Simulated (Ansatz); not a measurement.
**GeH$_{4}$NZn (charge +1): density, localisation and related maps**

Input file:

```
crystal:
  periodic: [false, false, false]
  atoms:
    - {symbol: Ge, position_ang: [4.072187, 0.582985, -2.227344]}
    - {symbol: "N", position_ang: [-0.201461, 1.143904, -0.515099]}
    - {symbol: Zn, position_ang: [1.725966, 0.859575, -1.305123]}
    - {symbol: H, position_ang: [-0.437798, 2.135905, -0.390627]}
    - {symbol: H, position_ang: [-0.320433, 0.705609, 0.406402]}
    - {symbol: H, position_ang: [3.506590, -0.771576, -2.873663]}
    - {symbol: H, position_ang: [-0.936274, 0.748529, -1.114325]}
basis:
  gaussian:
    orbitals: def2-TZVPD
total_charge: 1
hamiltonian:
  xc: {name: PBE0}
output: {forces: true, orbitals: {seedname: orbitals}}
```

Run with:

```sh
ansatz run input.yaml --threads 2 --pin off --max-ram 4350MiB --events-out events.jsonl --progress --plain --runs-dir runs
```

Geometry: B3LYP-D3(BJ)/def2-SVP.

Computed with isolated molecule in a Gaussian basis; Kohn-Sham density functional theory, functional PBE0 in Ansatz 0.2.0.

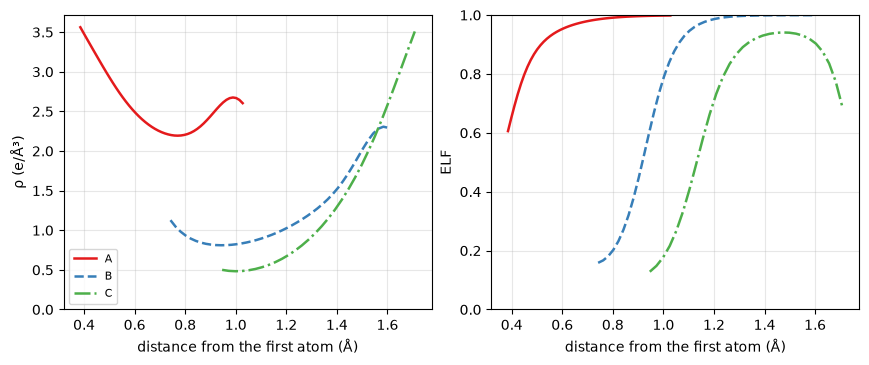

Figure 1. Total electron density and electron localisation function along straight lines between neighbouring atoms. The curves leave out the atomic cores.

Which curve belongs to which contact (Ge–H, N–H and Zn–N)? The first atom named is at distance zero.

Curve A: N–H (1.03 Å): ρ is about 2.9 e/Å³ halfway; the ELF climbs to about 1 towards the hydrogen, as it does in any bond to H: an ordinary covalent bond to hydrogen. Curve B: Ge–H (1.60 Å): ρ is about 0.93 e/Å³ halfway; the ELF climbs to about 1 towards the hydrogen. Curve C: Zn–N (2.10 Å): ρ is about 0.5 e/Å³ halfway; the ELF peaks at about 0.95 in the valence shell of N, 0.6 Å from its nucleus, and is about 0.25 at the midpoint.

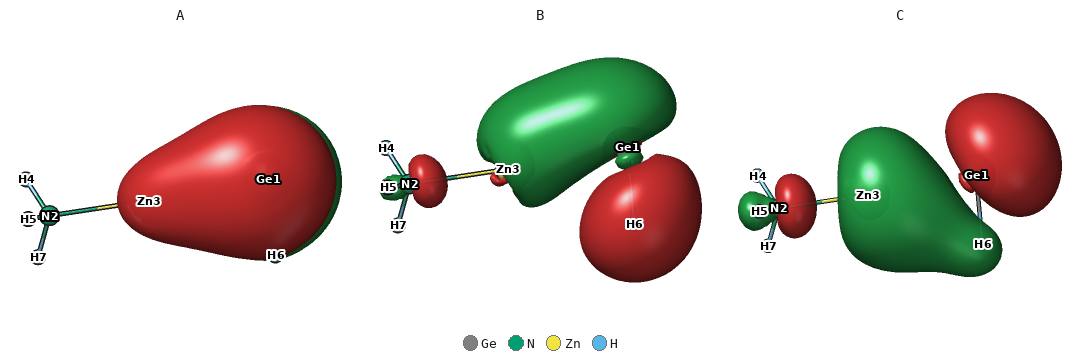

Figure 2. Three frontier orbitals at ±0.08 Å⁻³ᐟ² (green and red are the two phases), in no order.

Which picture is the HOMO−1, the HOMO and the LUMO?

B is the HOMO−1 (−12.16 eV). It lies mainly on Ge1 (about 50 %), H6 (about 30 %) and Zn3 (about 15 %). C is the HOMO (−10.97 eV). By Hirshfeld shares it lies mainly on Ge1 (about 55 %) and Zn3 (about 35 %). A is the LUMO (−7.46 eV). Its weight (Hirshfeld) is mainly on Ge1 (about 80 %) and Zn3 (about 20 %).

What is the HOMO–LUMO gap?

3.51 eV between the orbital energies.
